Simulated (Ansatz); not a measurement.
Pulling on the Se1–F2 bond in BrFSe (SMILES F[Se]Br) (multiplicity 1 held, fragments rigid). Energies count from the point at 1.764 Å.
Geometry at that point (charge 0, multiplicity 1):
```xyz
3

Se     0.5102    -0.4308     0.7784
F      1.4735    -1.3137    -0.4066
Br    -0.8745     0.7563    -0.6516
```

Restricted levels (R-, RO-) in cc, def2 and unpolarised 6-31G sets keep to the state of the molecule at rest. Unrestricted levels (U-) break spin symmetry where that is lower. Levels need not reach the same state.

Frozen-core correlation. Filled d and f shells under p-block atoms count as core.

The values were computed with Ansatz (Gaussian orbitals). 

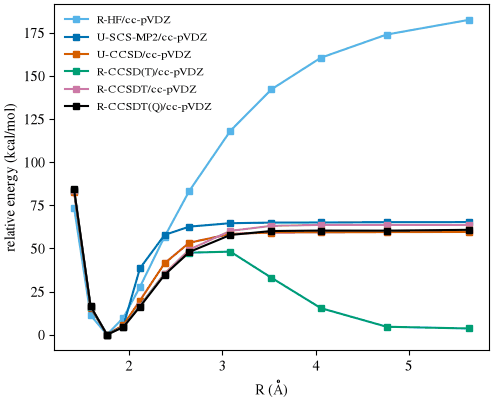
*Relative energy along the coordinate*

Problem. Read off the R-HF/cc-pVDZ curve at R = 2.646.

Solution. about 83 kcal/mol

Doubts at one or more of the structures used: a restricted determinant that unrestricted orbitals would lower (R-HF/cc-pVDZ, R-CCSD(T)/cc-pVDZ, R-CCSDT/cc-pVDZ, R-CCSDT(Q)/cc-pVDZ); a spin-contaminated determinant (U-SCS-MP2/cc-pVDZ, U-CCSD/cc-pVDZ); T1 above 0.05 (U-CCSD/cc-pVDZ, R-CCSD(T)/cc-pVDZ, R-CCSDT/cc-pVDZ, R-CCSDT(Q)/cc-pVDZ); other coupled-cluster roots lie near (R-CCSD(T)/cc-pVDZ, R-CCSDT/cc-pVDZ, R-CCSDT(Q)/cc-pVDZ).

Ansatz is an electronic-structure program.
